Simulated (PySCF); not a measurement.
Be(Cl)(SeH), SMILES [Cl][Be][SeH] (HBeClSe), CAM-B3LYP/def2-SVP optimised geometry. Atoms within 1.6 Å of the plane z = 0.0 Å (x, y, z in Å): Be1 (-0.12, 0.72, 0.00), Cl2 (-1.92, 0.75, 0.00), Se3 (1.90, 0.72, 0.00), H4 (1.92, -0.75, -0.01).

Level of theory: CAM-B3LYP/def2-TZVP (PySCF 2.14.0). Cells within 0.4 Å of a nucleus heavier than hydrogen are left out (blank, or x).

Map of the deformation density (molecule minus spherical neutral atoms) (e/bohr³) on the plane z = 0.0 Å:

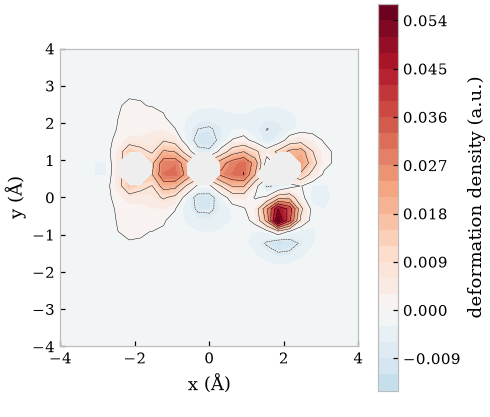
Figure: Deformation density (molecule minus spherical neutral atoms) (e/bohr³) on the plane z = 0.0 Å.
